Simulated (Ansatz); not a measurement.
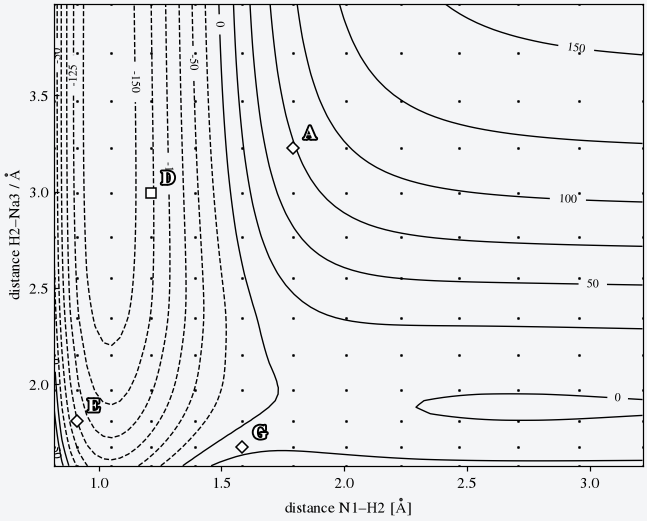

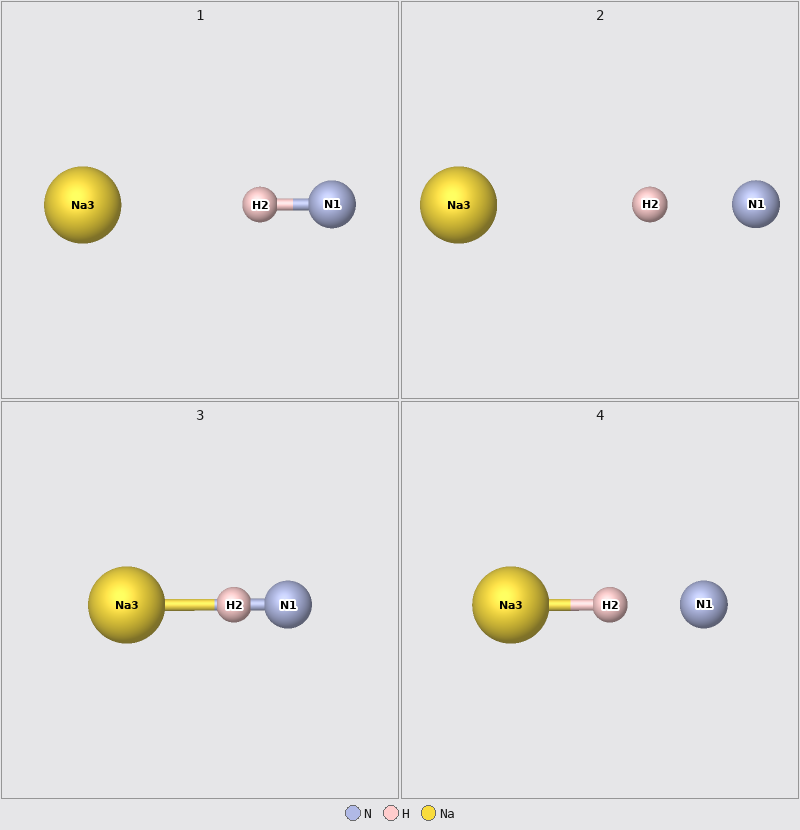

The system N + HNa, spin multiplicity 4. The first coordinate is: distance N1–H2; the second: distance H2–Na3. Nothing is relaxed (the angle N1–H2–Na3 is fixed at 180 degrees). The grid has 13 × 13 points. All energies are given in kJ/mol relative to N far from the relaxed HNa (each part in its own basis). In part of the range the unrestricted reference is strongly spin-contaminated. These are results of UKS BHLYP-D4/aug-cc-pVTZ (Ansatz), not measurements.

Drawn: contour lines labelled in kJ/mol, dots at the grid points, lettered points. Between grid points the surface is interpolated. The numbered pictures are the structures at these points, in random order.

**Which structure belongs to which point?**

A is structure 2: distance N1–H2 = 1.791 Å, distance H2–Na3 = 3.227 Å, 73 kJ/mol; D is structure 1: distance N1–H2 = 1.212 Å, distance H2–Na3 = 2.993 Å, −129 kJ/mol; E is structure 3: distance N1–H2 = 0.911 Å, distance H2–Na3 = 1.810 Å, −74 kJ/mol; G is structure 4: distance N1–H2 = 1.585 Å, distance H2–Na3 = 1.671 Å, 17 kJ/mol.
